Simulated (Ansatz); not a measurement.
Consider BaSrTi2O6 (perovskite [001] superlattice).

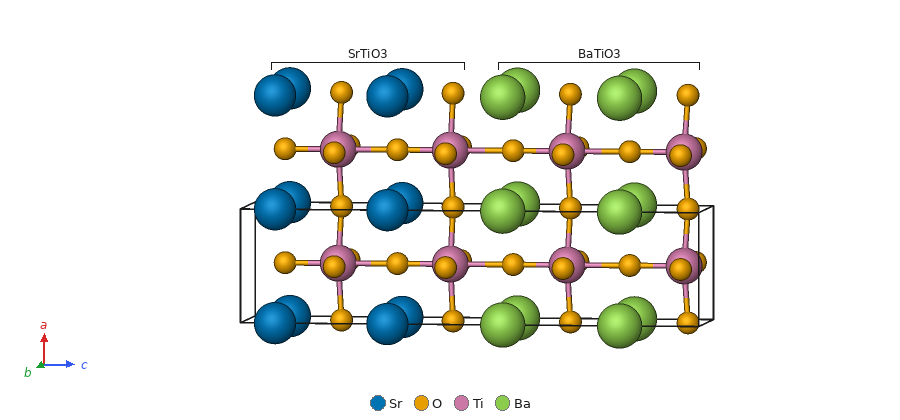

The structure (strontium blue, oxygen orange, titanium pink, barium green). 2×1×1 cells are drawn. Some periodic images of atoms are drawn too.

The cell holds 20 atoms: 2 Sr, 12 O, 4 Ti and 2 Ba. Cell: a = 3.923 Å, b = 3.923 Å, c = 15.891 Å, α = 90.0°, β = 90.0°, γ = 90.0°. It derives from SrTiO3. Regions: SrTiO3, 10 atoms (2 Sr, 6 O and 2 Ti); BaTiO3, 10 atoms (2 Ba, 6 O and 2 Ti). The structure's axis is c.

```xyz
20
Lattice="3.9230 0.0000 0.0000 0.0000 3.9230 0.0000 0.0000 0.0000 15.8915" Properties=species:S:1:pos:R:3 pbc="T T T"
Sr    0.0000    0.0000    0.8989
O     1.9615    1.9615    0.9911
Ti    1.9615    1.9615    2.8349
O     1.9615    0.0000    2.9491
O     0.0000    1.9615    2.9491
Sr    0.0000    0.0000    4.7963
O     1.9615    1.9615    4.8895
Ti    1.9615    1.9615    6.7218
O     1.9615    0.0000    6.8155
O     0.0000    1.9615    6.8155
Ba    0.0000    0.0000    8.7952
O     1.9615    1.9615    8.9001
Ti    1.9615    1.9615   10.7691
O     1.9615    0.0000   10.8866
O     0.0000    1.9615   10.8866
Ba    0.0000    0.0000   12.8493
O     1.9615    1.9615   12.9478
Ti    1.9615    1.9615   14.8286
O     1.9615    0.0000   14.9651
O     0.0000    1.9615   14.9651
```

The structure was relaxed with PBEsol. The runs that relaxed it are not among those shown. Spin-orbit coupling is left out unless a run names it.

Gaps computed with Ansatz 0.2.0 without a self-energy: PBEsol 1.85 eV and HSE06 3.32 eV.

Question: What gap should G0W0 on PBEsol give (6×6×2 mesh, 823 empty bands, screening to 130 eV, PAW set soft_1 files)?

About 3.52 eV: on its mesh the run moves the gap from 1.85 eV by +1.67 eV. Among the scalar-relativistic levels given, HSE06 is nearest (−0.20 eV). Bands and cutoff are finite, so the gap is not at the basis limit. The miss can reach some tenths of an eV and take either sign; the mesh is an error of its own. The many-body steps are scalar-relativistic: spin-orbit coupling is not in them.

[Paths, hosts, dates, memory and timing lines, banners, echoed tables and standing remarks are left out of the program output.]

[Logs are printed without paths, hosts, clocks, repeated set-up lines and the standing remarks that a program may print on its own settings, such as how far it seeks lower states.]

[Runs of the session that timed out or met a known fault of the program may be left out.]

[Cells called generated may have been cut or substituted from an entry of the Crystallography Open Database or the Materials Project.]

[Hosts, paths, dates, database ids (printed as entryN), source tags and the programs' standing remarks are cut or masked in the printed files.]
